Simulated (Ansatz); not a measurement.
System: CH3SSe (SMILES CS[Se-]) (charge −1).

Input

```
crystal:
  periodic: [false, false, false]
  atoms:
    - { symbol: C, position_ang: [-0.4026, 0.41386, -0.2204] }
    - { symbol: S, position_ang: [0.27299, -0.35201, 1.28809] }
    - { symbol: Se, position_ang: [-1.53208, -1.24668, 2.16774] }
    - { symbol: H, position_ang: [-1.14595, 1.14017, 0.09636] }
    - { symbol: H, position_ang: [0.39797, 0.90469, -0.76716] }
    - { symbol: H, position_ang: [-0.86131, -0.35063, -0.84108] }
total_charge: -1
basis:
  gaussian: { orbitals: def2-SVP }
hamiltonian:
  xc: b3lyp
  dispersion: d4
relax:
  f_tol: 0.015
  max_steps: 40
output:
  orbitals: {}
```

Command:

```sh
ansatz run input.yaml --threads 1 --pin off --max-ram 2048MiB --backend cpu --events-out ev --progress --plain --runs-dir out
```

The fields are those of the relaxed geometry.

The highest occupied orbital lies above zero, a sign that basis and functional describe the outermost electron poorly.

Method: RKS B3LYP-D4/def2-SVP (Ansatz).

> What can the converged electron density and electron localisation function tell about the bonding?

C–S (1.83 Å): the density is about 1.2 e/Å³ at the midpoint; the ELF peaks at about 0.95 between the atoms; a covalent bond.
Se–S (2.27 Å): ρ at the midpoint is about 0.66 e/Å³; the ELF peaks at about 0.85 between the atoms: a covalent bond.
C–H (1.11 Å): ρ is about 1.8 e/Å³ halfway; the ELF climbs to about 1 towards the hydrogen, as it does in any bond to H (an ordinary covalent bond to hydrogen).

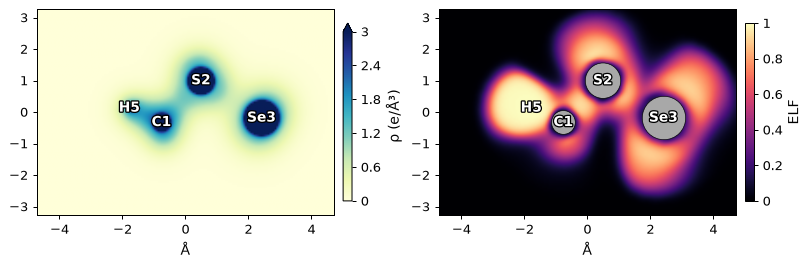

Computed electron density and electron localisation function on the plane of atoms S2, C1 and H5, in this order. Grey discs cover the atomic cores in the ELF map. 
